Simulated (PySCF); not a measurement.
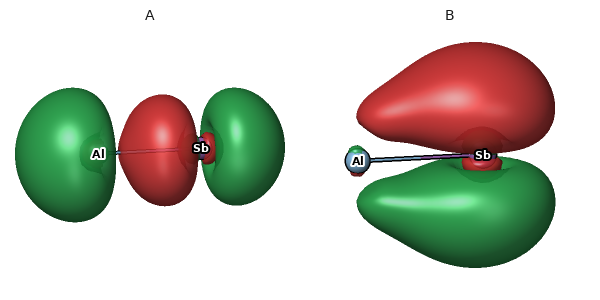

*AlSb (triplet). Two frontier α-spin orbitals, each drawn at the value that holds 80 % of its norm (green and red are the two phases), in no order; of a degenerate pair one member is drawn.*

Core potentials replace the inner electrons of Sb.

Level of theory: PBE0/cc-pVTZ(-PP), non-relativistic Hamiltonian with scalar-relativistic core potentials where named, at a bond length of 2.760 Å (PySCF).

### Name the orbitals and rank them from lowest to highest energy.

Orbital B: π, occupied in this spin, −6.38 eV; mainly on Sb (85 %).
Orbital A: σ, occupied in this spin, −5.48 eV; shared between the atoms (Al 50 %, Sb 50 %).
